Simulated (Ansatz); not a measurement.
**BBr2F (dibromofluoroborane): the atomisation enthalpy at 298 K, rung by rung**

BBr2F has 4 atoms, charge 0, and is taken as a singlet. As SMILES, `FB(Br)Br`. The shape is that of a PBE0-D4/def2-TZVP optimisation.

Quantity: the atomisation enthalpy at 298 K, in kJ/mol. The values are calculated. The thermal term (zero-point and 298 K enthalpy, harmonic and unscaled) is that of PBE0-D4/def2-TZVP; the spin-orbit lowering of the free atoms at 298 K, 30.7 kJ/mol by their spectra, is taken off.

Measured value to compare with: NIST-JANAF tables; in doubt, as an older value, an estimate or one at odds with other calculations gives the atomisation enthalpy at 298 K of the gas as 1388 kJ/mol.

```csv
level,kind,program,value (kJ/mol),computed − measured,CPU time (all runs)
SVWN5/cc-pVDZ,LDA,Ansatz,1643,+255,3.2 s
B3LYP/cc-pVDZ,global hybrid,Ansatz,1335,-53,5 s
BHLYP/cc-pVDZ,global hybrid,Ansatz,1273,-115,5.3 s
CAM-B3LYP/cc-pVDZ,range-separated hybrid,Ansatz,1352,-36,5.5 s
RPA@PBE/cc-pVDZ,RPA,Ansatz,1097,-291,7.5 s
RPA@PBE0/cc-pVDZ,RPA,Ansatz,1206,-182,7.5 s
MP2/cc-pVDZ,perturbation theory,Ansatz,1340,-48,2.5 s
CCSD(T)/cc-pVDZ,coupled cluster or CI,Ansatz,1259,-129,8 s
```

Nearest: CAM-B3LYP/cc-pVDZ (-36 kJ/mol); farthest: RPA@PBE/cc-pVDZ (-291 kJ/mol). Computed less measured by kind, in kJ/mol (of the ab initio rows, those in cc-pVDZ): LDA +255; global hybrid -115 to -53; range-separated hybrid -36; RPA -291 to -182; perturbation theory -48; coupled cluster or CI -129. In a finite basis correlated wave-function methods underbind, so their errors here aren't those of the basis-set limit. The measured heats of formation of B, Si, Al and metal atoms are uncertain by some kJ/mol each. All-electron rows without a relativistic Hamiltonian named are non-relativistic. In the correlated wave-function rows the outer d shell of Br is correlated, in sets not made for it. In so small a basis fixed costs decide the times, and correlated methods can beat functionals. Times are those of the runs behind each value, whatever else they computed, on shared processors of several kinds: orders of magnitude only.

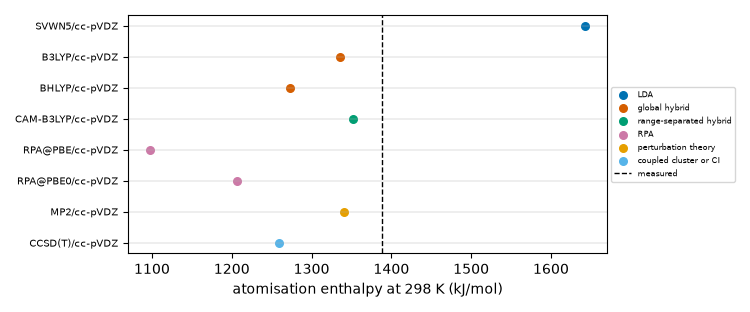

The values of the table, level by level.
